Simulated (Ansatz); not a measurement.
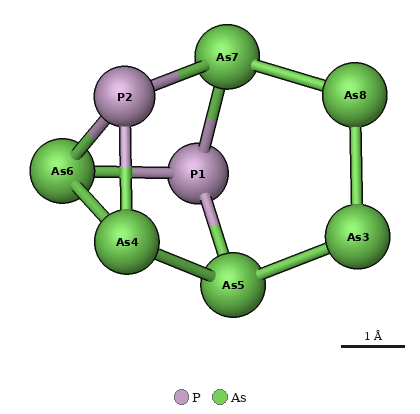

The structure as given in the input (ball-and-stick view, seen at a tilt; atoms are numbered from 1 in the order of the input). Bond lengths as drawn: As–As 2.28 to 2.52 Å and As–P 2.34 to 2.47 Å.

**What a change does: geometry relaxation on As$_{6}$P$_{2}$**

System: As$_{6}$P$_{2}$, multiplicity 5.
Method of run 1: UKS PBE-D4/def2-SVP (Ansatz 0.2.0).

The geometry: PBE-D4/def2-SVP start. Text and figures count atoms from 1; the logs count them from 0 in places.

## Input, run 1
```yaml
crystal:
  periodic: [false, false, false]
  atoms:
    - {symbol: P, position_ang: [-1.039890, 0.047049, -1.599272]}
    - {symbol: P, position_ang: [0.577893, -1.897479, 0.725356]}
    - {symbol: As, position_ang: [0.002230, 2.431296, 1.143064]}
    - {symbol: As, position_ang: [2.130438, -0.375090, -0.140958]}
    - {symbol: As, position_ang: [0.702299, 1.512405, -1.010742]}
    - {symbol: As, position_ang: [0.675195, -1.731208, -1.656489]}
    - {symbol: As, position_ang: [-1.606889, -0.918819, 0.473344]}
    - {symbol: As, position_ang: [-1.441266, 0.931846, 2.065696]}
basis:
  gaussian: {orbitals: def2-SVP}
magnetization: {spin_polarized: true, initial_magnetization: 4}
hamiltonian: {xc: pbe, dispersion: d4}
scf: {lower_state_search: "off"}
output: {orbitals: {seedname: orbitals}}
relax: {f_tol: 0.03, max_steps: 70}
```

Command:
```bash
ansatz run in.yaml --threads 4 --pin off --events-out ev --progress --plain --max-ram 6963MiB
```

Hardware: 4 threads of Arm Neoverse V1, 23 GiB of memory available, shared host.

## Output, shortened to warnings, some set-up lines, iterations and results (run 1)
```
[...]
mean field evaluation 1: about -383511.9038 eV, gradient 2.0e1 eV
mean field evaluation 2: about -383502.8246 eV, gradient 3.8e1 eV
mean field evaluation 4: about -383511.7911 eV, gradient 1.3e1 eV
mean field evaluation 8: about -383512.8142 eV, gradient 2.7e-2 eV
relax step   1: F+E_penalty+E_count = -383513.79034373 eV  Δ(F+E_penalty+E_count) = +0.000e0 eV  max|allowed force component| = 1.264e0 eV/Å  Δτ_max = 0.0000 Å  (51 SCF …
[... 11 lines ...]
relax step  10: F+E_penalty+E_count = -383515.00712917 eV  Δ(F+E_penalty+E_count) = -8.580e-3 eV  max|allowed force component| = 4.126e-2 eV/Å  Δτ_max = 0.0966 Å  (28 SCF …
mean field evaluation 96: about -383514.0520 eV, gradient 1.5e-6 eV
relax step  11: F+E_penalty+E_count = -383515.00816612 eV  Δ(F+E_penalty+E_count) = -1.037e-3 eV  max|allowed force component| = 4.068e-2 eV/Å  Δτ_max = 0.0197 Å  (28 SCF …
relax step  12: F+E_penalty+E_count = -383515.00660135 eV  Δ(F+E_penalty+E_count) = +1.565e-3 eV  max|allowed force component| = 1.243e-1 eV/Å  Δτ_max = 0.0402 Å  (26 SCF …
relax step  13: F+E_penalty+E_count = -383515.00901907 eV  Δ(F+E_penalty+E_count) = -8.529e-4 eV  max|allowed force component| = 2.248e-2 eV/Å  Δτ_max = 0.0196 Å  (28 SCF …
Total energy: -383515.00905417 eV, -14093.9166269308 hartree
Atom 0 at    -1.387952     0.579299    -1.484821 Å, force     0.001179    -0.002695    -0.001614 eV/Å
Atom 1 at     0.666844    -1.812204     0.735351 Å, force     0.017665    -0.017162    -0.003623 eV/Å
Atom 2 at     0.077103     2.220965     1.226463 Å, force     0.004806     0.011417    -0.011513 eV/Å
Atom 3 at     2.124935    -0.398386    -0.409729 Å, force    -0.018086    -0.000830    -0.005207 eV/Å
Atom 4 at     0.623405     1.559649    -1.124463 Å, force     0.012996     0.004481     0.001506 eV/Å
Atom 5 at     1.141450    -2.319589    -1.495135 Å, force    -0.005497     0.003493     0.010669 eV/Å
Atom 6 at    -1.484654    -0.752621     0.437332 Å, force     0.003218     0.022480     0.004938 eV/Å
Atom 7 at    -1.761121     0.922887     2.115001 Å, force    -0.016280    -0.021185     0.004845 eV/Å
Dipole moment:     0.103429    -0.057681    -0.121478 e Å
Checks for a lower state left out: stability, starts, cluster_reference, orbital_swaps, neighbouring_geometries, increment
```

Run 2 used a changed input.

## The two runs side by side

```tsv
quantity	run 1	run 2
outcome	converged	converged
total energy (hartree)	−14093.916627	−14093.997645
HOMO (eV)	−4.47	−5.15
LUMO (eV)	−5.22	−4.73
dipole moment (D)	0.81	0.39
⟨S²⟩	6.012	2.008
largest force (eV/Å)	0.027	0.024
basis functions	228	228
wall time (shared host)	1.7 min	1.8 min
```

What was changed in the input?

The change (lines with − go, lines with + come):
```diff
-magnetization: {spin_polarized: true, initial_magnetization: 4}
+magnetization: {spin_polarized: true, initial_magnetization: 2}
```

With the same method and basis, run 2 lies 50.8 kcal/mol lower. The HOMO goes from −4.47 to −5.15 eV. The LUMO goes from −5.22 to −4.73 eV. The dipole moment goes from 0.81 to 0.39 D.

## Output, shortened to warnings, some set-up lines, iterations and results (run 2)
```
[...]
mean field evaluation 1: about -383513.8342 eV, gradient 2.1e1 eV
mean field evaluation 2: about -383479.9876 eV, gradient 6.4e1 eV
mean field evaluation 4: about -383514.3103 eV, gradient 1.2e1 eV
mean field evaluation 8: about -383515.4721 eV, gradient 6.4e-1 eV
mean field evaluation 16: about -383515.2542 eV, gradient 9.0e-3 eV
[... 13 lines ...]
relax step  11: F+E_penalty+E_count = -383517.17888860 eV  Δ(F+E_penalty+E_count) = -1.561e-2 eV  max|allowed force component| = 5.408e-1 eV/Å  Δτ_max = 0.1071 Å  (27 SCF …
relax step  12: F+E_penalty+E_count = -383517.21159419 eV  Δ(F+E_penalty+E_count) = -3.271e-2 eV  max|allowed force component| = 7.291e-2 eV/Å  Δτ_max = 0.0466 Å  (23 SCF …
relax step  13: F+E_penalty+E_count = -383517.19329006 eV  Δ(F+E_penalty+E_count) = +1.830e-2 eV  max|allowed force component| = 2.705e-1 eV/Å  Δτ_max = 0.0620 Å  (24 SCF …
mean field evaluation 128: about -383516.2223 eV, gradient 5.2e-2 eV
relax step  14: F+E_penalty+E_count = -383517.21364052 eV  Δ(F+E_penalty+E_count) = -2.046e-3 eV  max|allowed force component| = 1.826e-2 eV/Å  Δτ_max = 0.0132 Å  (24 SCF …
Total energy: -383517.21367377 eV, -14093.9976452068 hartree
Atom 0 at    -1.105877    -0.057817    -1.640660 Å, force    -0.018256     0.009855    -0.011675 eV/Å
Atom 1 at     0.665979    -1.766253     0.589833 Å, force     0.011896    -0.008554     0.014874 eV/Å
Atom 2 at     0.475844     2.045949     1.185433 Å, force    -0.003999    -0.001730     0.005676 eV/Å
Atom 3 at     1.985030     0.218840     0.446289 Å, force    -0.006384     0.003388    -0.008298 eV/Å
Atom 4 at     0.651681     1.501597    -1.229862 Å, force     0.010210    -0.002427     0.006914 eV/Å
Atom 5 at     0.425950    -1.883068    -1.781963 Å, force    -0.007174    -0.001970     0.005208 eV/Å
Atom 6 at    -1.570170    -0.998097     0.481550 Å, force     0.014000    -0.008812    -0.014263 eV/Å
Atom 7 at    -1.528426     0.938850     1.949381 Å, force    -0.000294     0.010249     0.001564 eV/Å
Dipole moment:     0.023188     0.070187     0.034425 e Å
Checks for a lower state left out: stability, starts, cluster_reference, orbital_swaps, neighbouring_geometries, increment
```
